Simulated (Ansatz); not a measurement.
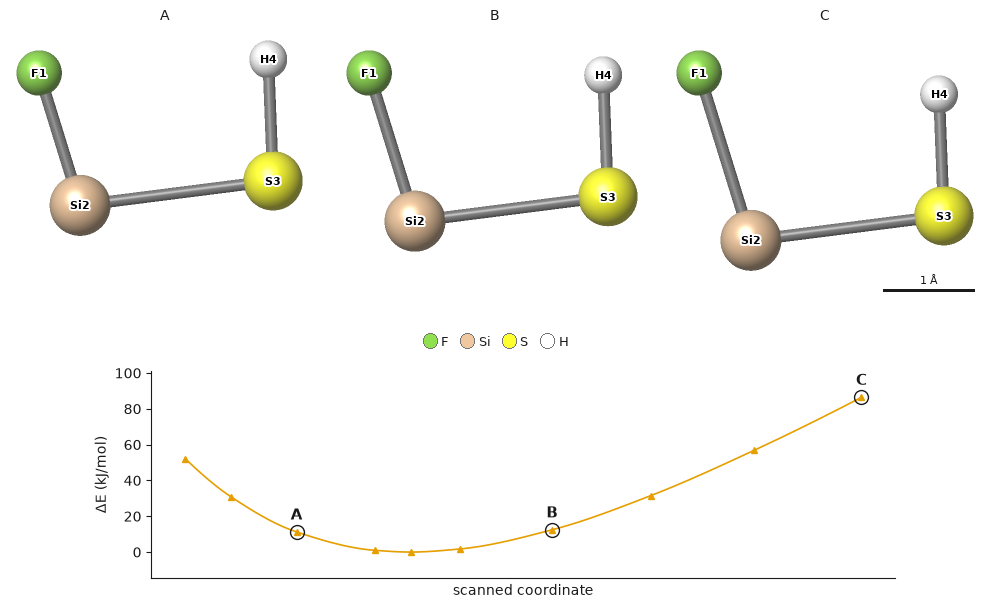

A scan of SiHSF along one coordinate. Style: ball-and-stick. Shown face on.

Computed with Ansatz: CCSD(T), basis def2-TZVPP, on geometries moved rigidly from the minimum at PBE0-D4/def2-TZVP. Coupled cluster with a frozen core. Energies are counted from the PBE0-D4/def2-TZVP minimum geometry at the same level.

**Which coordinate changes from frame to frame?**

The F1–Si2 distance is varied, with the rest of the molecule carried along rigidly. In the frames the distance is 1.534 Å (A), 1.717 Å (B), 1.939 Å (C). Of the computed points the lowest is at the distance 1.616 Å, 0.0 kJ/mol. At the ends of the scan the energy is 52.2 kJ/mol (1.454 Å) and 86.4 kJ/mol (1.939 Å). The curvature at the lowest point is about 31 eV/Å² (4.9 mdyn/Å). The well is steeper on the short side, as for any bond. At 1.454 Å to 1.717 Å the mean-field solution behind CCSD(T) isn't stable (a lower one of broken symmetry exists), so those energies are less reliable.
